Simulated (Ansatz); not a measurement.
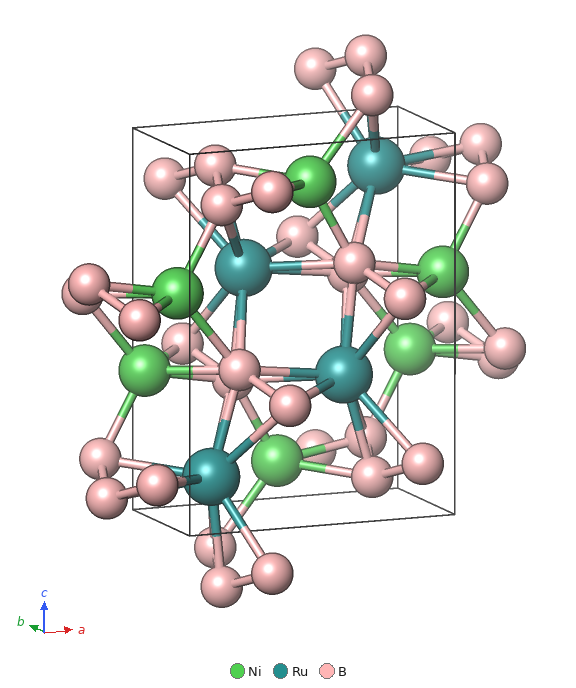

Ball-and-stick drawing of the structure, looking slightly off an axis. The frame is the simulation cell; atoms at its boundary are shown with their periodic copies. A few atoms beyond the faces are included.

```yaml
crystal:
  lattice:
    - [5.91686, 0.00000, 0.00000]
    - [0.00000, 3.04021, 0.00000]
    - [0.00000, 0.00000, 8.00309]
  atoms:
    - { symbol: Ni, position: [0.00800, 0.25000, 0.61800] }
    - { symbol: Ni, position: [0.49200, 0.75000, 0.11800] }
    - { symbol: Ni, position: [0.50800, 0.25000, 0.88200] }
    - { symbol: Ni, position: [0.99200, 0.75000, 0.38200] }
    - { symbol: Ru, position: [0.13500, 0.25000, 0.13000] }
    - { symbol: Ru, position: [0.36500, 0.75000, 0.63000] }
    - { symbol: Ru, position: [0.63500, 0.25000, 0.37000] }
    - { symbol: Ru, position: [0.86500, 0.75000, 0.87000] }
    - { symbol: B, position: [0.17500, 0.25000, 0.84000] }
    - { symbol: B, position: [0.32500, 0.75000, 0.34000] }
    - { symbol: B, position: [0.67500, 0.25000, 0.66000] }
    - { symbol: B, position: [0.82500, 0.75000, 0.16000] }
    - { symbol: B, position: [0.24200, 0.25000, 0.40400] }
    - { symbol: B, position: [0.25800, 0.75000, 0.90400] }
    - { symbol: B, position: [0.74200, 0.25000, 0.09600] }
    - { symbol: B, position: [0.75800, 0.75000, 0.59600] }
```

Setup: DFT, PAW plane waves, m-r2SCAN in Ansatz 0.2.0; plane-wave cutoff 500 eV, k-grid 5×10×4, Fermi-Dirac smearing of 0.1 eV, no spin polarisation (a spin-restricted run, not always the ground state).

**State the Bader charges by element.**

Ni +0.08 e; B -0.23 to -0.19 e; Ru +0.35 e.

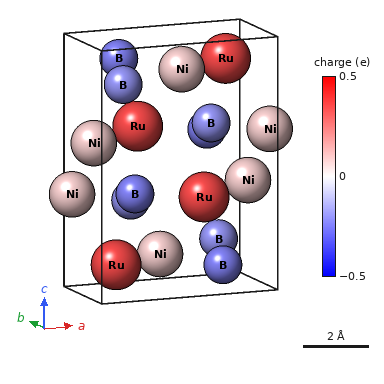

The atoms coloured by those charges.

The model is a generated cell, made by putting these elements into a known structure type (the compound may or may not exist in this form); its atoms and cell weren't optimised. It was run through Ansatz as a DFT input.

At this level of theory the cell isn't at rest (forces up to 1.6 eV/Å), so its distances can differ from those at equilibrium, the more so the softer the solid.
